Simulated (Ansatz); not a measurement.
## A computed series for CoSi2: pressure series

Base system: CoSi$_{2}$ (space group Fm-3m, No. 225; a = 5.360 Å; non-magnetic).

Cell and atoms are relaxed at each pressure.

Method: plane-wave PAW DFT at the PBE level (Ansatz, an electronic-structure program, 420 eV), no SOC, earlier PAW set.

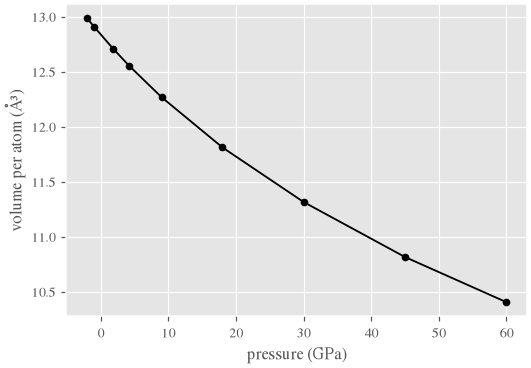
Volume against pressure

Q: Estimate the zero-pressure bulk modulus from the plot.

A: About 180 GPa; a third-order Birch–Murnaghan fit to the points gives V₀ = 12.83 Å³/atom, B₀ = 181 GPa and B₀′ = 4.3.

Load acts through the strain it causes; cell and atoms are relaxed under it. Whether these cells are dynamically stable was not tested. No other phases were tried under pressure. Seeded moments were not kept for the base. The final runs are not spin-polarised. An odd electron count without spin: CoSi2.
